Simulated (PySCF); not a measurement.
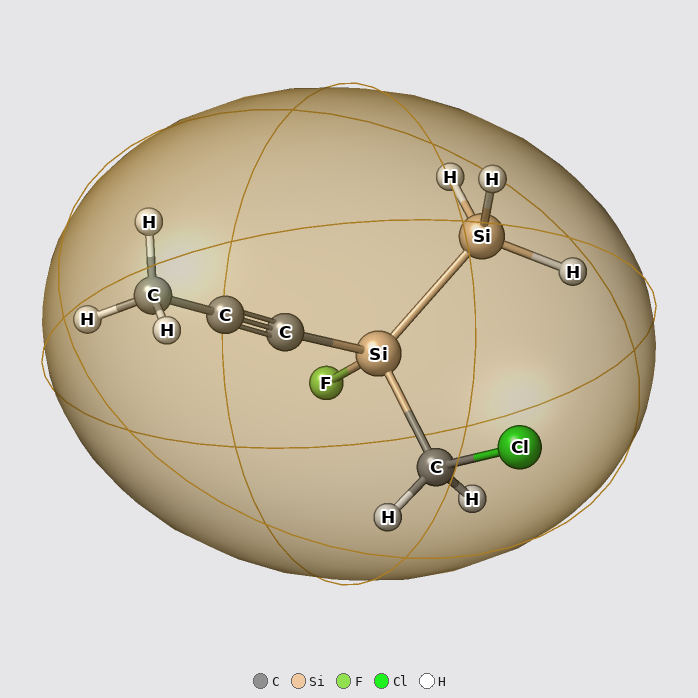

The ellipsoid shows the static dipole polarisability: its half-axes are proportional to the principal values. Computed geometry: GFN2-xTB optimisation. No frequency run is at hand to confirm it as a minimum. Level of theory: CAM-B3LYP/def2-SVPD (PySCF 2.14.0).

### Give the principal values, the mean and the anisotropy.

Principal values 97.9, 107.1, 140.8 bohr³; mean 115.3 bohr³ (17.08 Å³); anisotropy 39.2 bohr³, so the longest axis is 1.44 times the shortest.

The geometry is semi-empirical. Around Si such bond lengths and angles can be off by a tenth of an ångström or more and by several degrees, and values that hang on the shape move with them.
